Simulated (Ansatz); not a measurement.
C3H8GeO (SMILES CO/C=[CH]/[GeH3])

Input file:

```
basis:
  gaussian:
    orbitals: def2-SVPD
crystal:
  periodic: [false, false, false]
  atoms:
    - {symbol: C, position_ang: [-1.006382, 0.207270, 1.485429]}
    - {symbol: C, position_ang: [0.268431, -0.499401, -0.377982]}
    - {symbol: C, position_ang: [-0.467685, -1.589393, -0.663268]}
    - {symbol: Ge, position_ang: [-0.017544, -2.747490, -2.147661]}
    - {symbol: O, position_ang: [0.085956, 0.396545, 0.611269]}
    - {symbol: H, position_ang: [-0.979995, 1.031930, 2.209452]}
    - {symbol: H, position_ang: [-0.929394, -0.754536, 2.023305]}
    - {symbol: H, position_ang: [-1.966775, 0.229719, 0.940042]}
    - {symbol: H, position_ang: [1.148344, -0.220041, -0.967657]}
    - {symbol: H, position_ang: [-1.340635, -1.839903, -0.054175]}
    - {symbol: H, position_ang: [1.238476, -2.185690, -2.847527]}
    - {symbol: H, position_ang: [-1.174966, -2.821793, -3.169355]}
    - {symbol: H, position_ang: [0.273876, -4.186784, -1.665399]}
hamiltonian:
  xc: pbe0
output: {forces: true, orbitals: {seedname: orbitals}}
```

Launched as:

```sh
ansatz run input.yaml --threads 2 --pin off --max-ram 5220MiB --events-out events.jsonl --progress --plain --runs-dir runs
```

Geometry: B3LYP-D3(BJ)/def2-SVP.

Theory: isolated molecule in a Gaussian basis; Kohn-Sham density functional theory, functional PBE0 (Ansatz 0.2.0).

Predict the electron density and electron localisation function between the atoms.

C–C (1.35 Å): the density is about 2.2 e/Å³ at the midpoint; the ELF peaks at about 0.90 between the atoms (a covalent bond).
C–O (1.35 Å): ρ is about 2.4 e/Å³ halfway, with its minimum of 2 e/Å³ about 0.5 Å from C; the ELF peaks at about 0.90 between the atoms: a shared but strongly polarised pair.
C–Ge (1.94 Å): ρ at the midpoint is about 0.89 e/Å³; the ELF peaks at about 0.95 in the valence shell of C, 0.7 Å from its nucleus, and is about 0.70 at the midpoint.
C–H (1.09 Å): the density is about 1.9 e/Å³ at the midpoint; the ELF climbs to about 1 towards the hydrogen, as it does in any bond to H: an ordinary covalent bond to hydrogen.

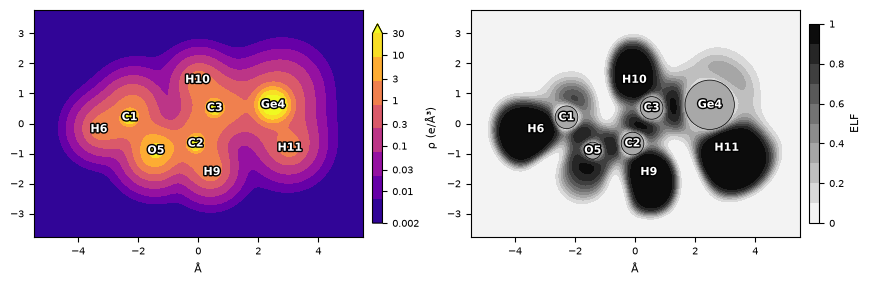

Computed electron density and electron localisation function on the plane of atoms C3, Ge4 and H11, in this order. Grey discs cover the atomic cores in the ELF map. 
